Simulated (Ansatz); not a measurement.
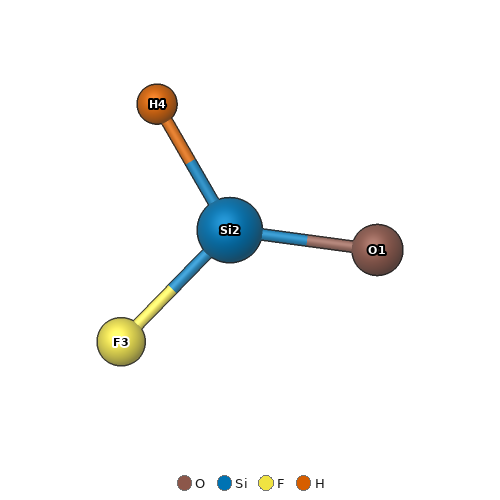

The system is FHOSi, SMILES O=[SiH]F; the picture shows the reference structure. First axis: umbrella angle at Si2 (between each of its bonds and their common axis; 90 is planar). Second axis: change of the bonds Si2–O1, Si2–F3, Si2–H4, all alike. Nothing is relaxed (all other coordinates rigid). The grid has 15 × 15 points; 120 points were computed and 105 follow by symmetry. Points are written as (first, second). Energies: kJ/mol, counted from the relaxed molecule at the same level. Theory: RKS PBE0-D4/def2-TZVP (Ansatz).

Its coordinates:

```yaml
atoms:
  - { symbol: O, position_ang: [0.6406, -0.8512, 1.1776] }
  - { symbol: Si, position_ang: [0.0516, -0.0293, 0.0630] }
  - { symbol: F, position_ang: [-1.2868, -0.3231, -0.7139] }
  - { symbol: H, position_ang: [0.5946, 1.2036, -0.5267] }
```

Range: umbrella angle at Si2 (between each of its bonds and their common axis; 90 is planar) from 66.0 to 114.0°; change of the bonds Si2–O1, Si2–F3, Si2–H4, all alike from −0.167 to 0.258 Å.

Predict the map.

Answer. The lowest grid point is at (90.0°, 0.015 Å), 1.3 kJ/mol from the relaxed molecule at the same level. It is the only kind of minimum in the scanned range. The highest grid point, (66.0°, −0.167 Å), lies 419 kJ/mol above the lowest. Round the minimum the two coordinates are nearly uncoupled.

| second ↓, first → | 66.0 | 69.4 | 72.9 | 76.3 | 79.7 | 83.1 | 86.6 | 90.0 | 93.4 | 96.9 | 100.3 | 103.7 | 107.1 | 110.6 | 114.0 |
| --- | --- | --- | --- | --- | --- | --- | --- | --- | --- | --- | --- | --- | --- | --- | --- |
| 0.258 | 336 | 312 | 291 | 275 | 261 | 252 | 246 | 244 | 246 | 252 | 261 | 275 | 291 | 312 | 336 |
| 0.228 | 299 | 273 | 251 | 233 | 219 | 209 | 203 | 201 | 203 | 209 | 219 | 233 | 251 | 273 | 299 |
| 0.197 | 262 | 235 | 211 | 192 | 177 | 167 | 160 | 158 | 160 | 167 | 177 | 192 | 211 | 235 | 262 |
| 0.167 | 230 | 201 | 176 | 156 | 140 | 129 | 122 | 119 | 122 | 129 | 140 | 156 | 176 | 201 | 230 |
| 0.137 | 202 | 171 | 144 | 123 | 106 | 94 | 87 | 85 | 87 | 94 | 106 | 123 | 144 | 171 | 202 |
| 0.106 | 178 | 145 | 117 | 94 | 77 | 64 | 56 | 54 | 56 | 64 | 77 | 94 | 117 | 145 | 178 |
| 0.076 | 161 | 126 | 96 | 72 | 53 | 40 | 32 | 29 | 32 | 40 | 53 | 72 | 96 | 126 | 161 |
| 0.046 | 150 | 113 | 82 | 56 | 37 | 23 | 14 | 11 | 14 | 23 | 37 | 56 | 82 | 113 | 150 |
| 0.015 | 148 | 109 | 75 | 49 | 28 | 13 | 4 | 1 | 4 | 13 | 28 | 49 | 75 | 109 | 148 |
| −0.015 | 156 | 115 | 79 | 51 | 30 | 14 | 4 | 1 | 4 | 14 | 30 | 51 | 79 | 115 | 156 |
| −0.046 | 176 | 133 | 95 | 66 | 43 | 27 | 17 | 13 | 17 | 27 | 43 | 66 | 95 | 133 | 176 |
| −0.076 | 209 | 164 | 125 | 94 | 70 | 52 | 42 | 39 | 42 | 52 | 70 | 94 | 125 | 164 | 209 |
| −0.106 | 259 | 211 | 170 | 137 | 112 | 94 | 83 | 79 | 83 | 94 | 112 | 137 | 170 | 211 | 259 |
| −0.137 | 329 | 279 | 235 | 201 | 175 | 156 | 145 | 141 | 145 | 156 | 175 | 201 | 235 | 279 | 329 |
| −0.167 | 420 | 367 | 321 | 286 | 258 | 239 | 227 | 223 | 227 | 239 | 258 | 286 | 321 | 367 | 420 |

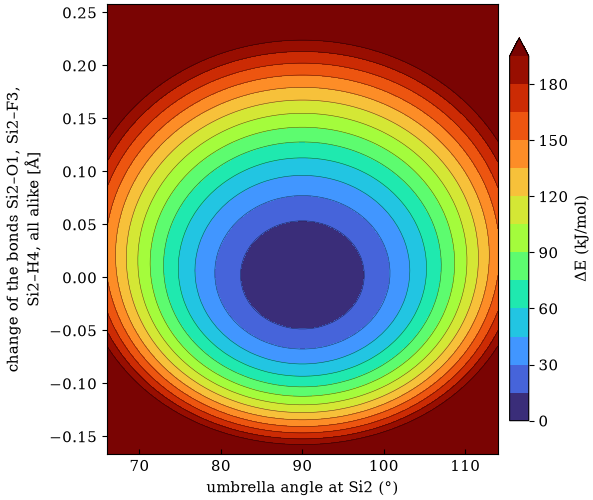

In the figure: filled contours, one colour for all values above the top of the scale. Between grid points the surface is interpolated.

Time for the 120 points that were run: 3.8 min on 1 thread of Arm Neoverse V2 (shared host).
